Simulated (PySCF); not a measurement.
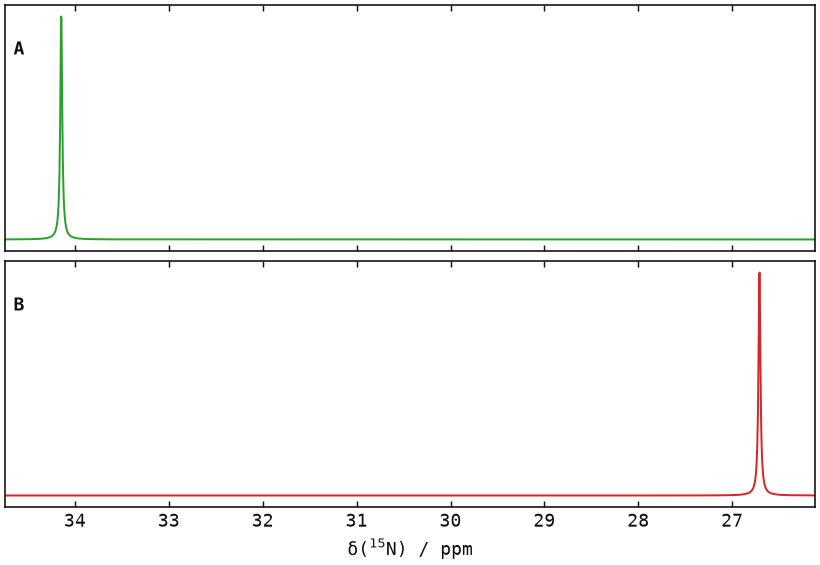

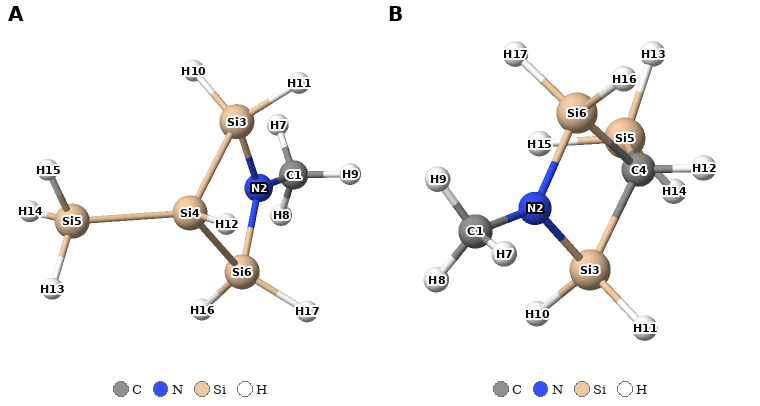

Related molecules: A is CH₁₁NSi₄, SMILES CN1[SiH2][SiH]([SiH3])[SiH2]1; B is C₂H₁₁NSi₃, SMILES CN1[SiH2]C([SiH3])[SiH2]1. GIAO ¹⁵N shifts against NH₃ (¹⁵N: a single molecule, while the usual scales start at liquid NH₃ or nitromethane; multiply bonded nitrogen can come out tens of ppm too deshielded), PBE0/pcSseg-1, PySCF 2.14.0, at a GFN2-xTB geometry (no frequency check); fully decoupled, line heights follow the number of nuclei within a panel, widths are arbitrary (no quadrupolar broadening); values of one conformer, averaged over methyl-type rotors and exact or near symmetry.

Question: How does the ¹⁵N shift respond?

Answer: From A (34.1 ppm) to B (26.7 ppm) the nucleus is shielded by 7.4 ppm.

Caveats, for all or some of the runs: the tight-binding geometry is rougher than a DFT one and adds to the error.
